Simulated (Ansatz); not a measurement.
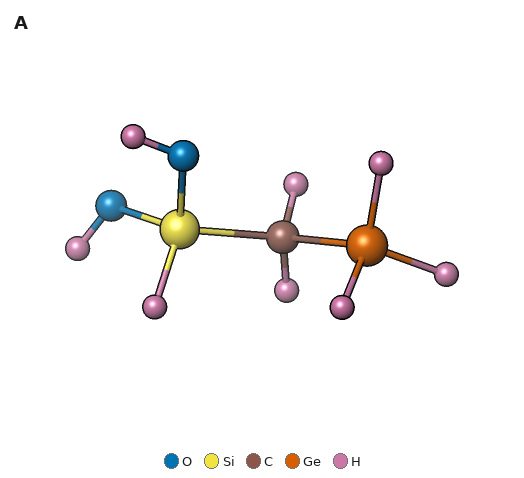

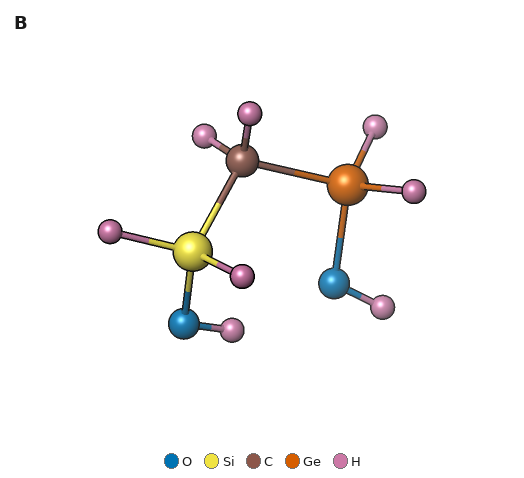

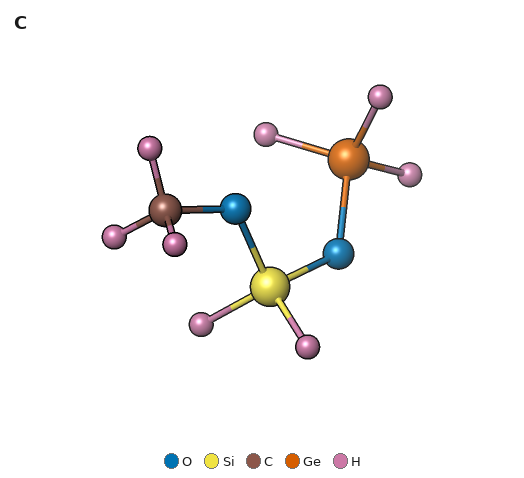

3 stationary structures of one formula. Geometries: PBE0-D4/def2-TZVP. Electronic energies: B3LYP-D4/def2-TZVPP (Ansatz 0.2.0), without zero-point energy. No frequency run is at hand to confirm each as a minimum. Each is one conformer, not always the lowest.

Question: Are they conformers, stereoisomers or constitutional isomers?

Answer: They are constitutional isomers of CH8GeO2Si: A `O[SiH](O)[CH2][GeH3]`, B `O[SiH2][CH2][GeH2][OH]`, C `CO[SiH2][O][GeH3]`.

Question: Which structure is the most stable?

Answer: A is lowest; C lies 51.2 kJ/mol above it, B lies 66.8 kJ/mol above it.
